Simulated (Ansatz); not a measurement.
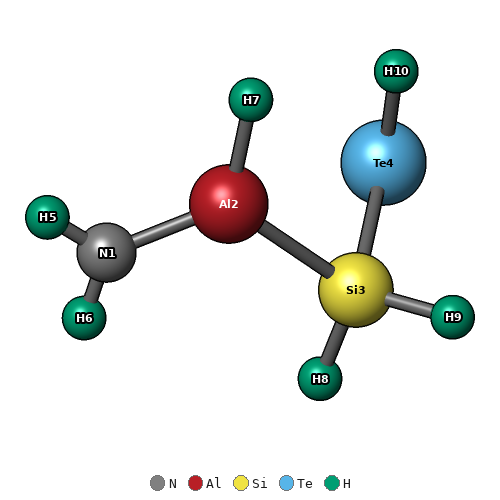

The system is AlH6NSiTe, SMILES [NH2][AlH][SiH2][TeH]; the picture shows the reference structure. 
- The first coordinate is: dihedral N1–Al2–Si3–Te4; the second: dihedral H5–N1–Al2–Si3.
- Nothing is relaxed (all other coordinates rigid).
- Grid: 12 × 12 points.
- Points are written as (first, second).
- All energies are given in kJ/mol relative to the lowest grid point.
- Theory: RKS r2SCAN0-D4/def2-SVP in Ansatz.

Its coordinates:

```xyz
10

N    -2.0465    0.8930   -0.4796
Al   -0.4357    0.8687    0.2437
Si    0.6834   -1.2549    0.6223
Te    2.5784   -1.0397   -1.0429
H    -2.5318    1.7276   -0.7790
H    -2.6059    0.0803   -0.6960
H     0.3038    2.2405    0.5126
H    -0.0516   -2.4536    0.1238
H     1.2170   -1.5826    1.9756
H     2.9719    0.4697   -0.4775
```

Range: dihedral N1–Al2–Si3–Te4 from −180 to 150°; dihedral H5–N1–Al2–Si3 from −180 to 150°.

What will the energy surface look like?

Answer. The lowest grid point is at (120°, −180°); the map holds 2 wells of about this depth. The bottom of the well lies between grid points, at about (115°, −170°), about 0.9 kJ/mol lower on the interpolated surface. Higher local minima lie near (−90°, 0°) (2.2 kJ/mol above the lowest at that grid point); (−90°, −180°) (2.3 kJ/mol above the lowest at that grid point). The highest grid point, (0°, 90°), lies 57.8 kJ/mol above the lowest. Round the minimum the two coordinates are nearly uncoupled.

```tsv
dihedral H5–N1–Al2–Si3 ↓, dihedral N1–Al2–Si3–Te4 →	−180	−150	−120	−90	−60	−30	0	30	60	90	120	150
150	22.5	20.7	15.1	12.1	15.0	22.2	23.4	19.1	17.0	15.6	15.4	18.9
120	47.2	45.7	39.2	34.1	35.2	43.2	49.1	45.1	39.4	37.0	38.4	42.9
90	56.9	57.2	52.3	46.7	45.0	49.9	57.8	56.9	48.9	43.3	44.8	51.2
60	39.3	40.6	38.1	34.7	32.6	32.9	38.3	40.5	34.2	26.7	26.7	33.2
30	15.7	16.1	14.0	12.6	12.9	12.6	12.9	15.4	13.0	6.6	5.2	10.6
0	8.2	7.1	3.4	2.2	4.7	8.3	6.1	5.2	5.0	1.6	0.1	4.1
−30	22.5	20.5	14.8	11.9	14.8	22.1	23.0	18.8	16.9	15.6	15.4	18.9
−60	47.1	45.6	39.0	33.9	35.0	43.0	48.7	44.7	39.1	36.9	38.4	43.0
−90	56.9	57.1	52.2	46.6	44.9	49.8	57.5	56.5	48.5	43.1	44.7	51.1
−120	39.3	40.6	38.1	34.7	32.6	33.0	38.0	40.1	33.8	26.4	26.6	33.2
−150	15.8	16.2	14.1	12.7	13.0	12.8	12.9	15.2	12.7	6.4	5.1	10.5
−180	8.3	7.3	3.6	2.3	4.8	8.5	6.5	5.3	4.9	1.5	0.0	4.1
```

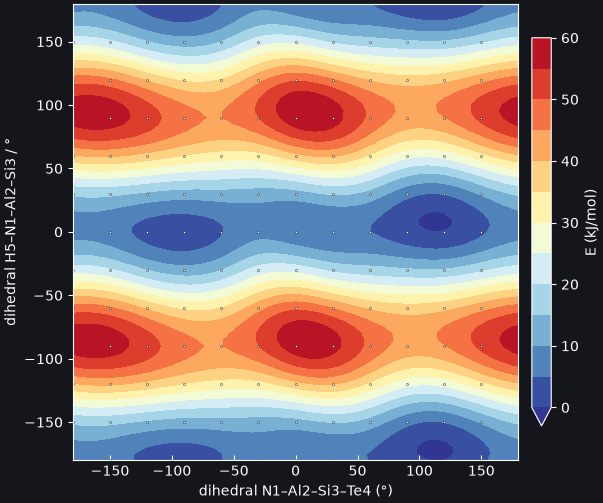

In the figure: filled contours, dots at the grid points. Between grid points the surface is interpolated.

The whole map (144 points run) took 24 min on 1 thread of Arm Neoverse V2 (shared host).
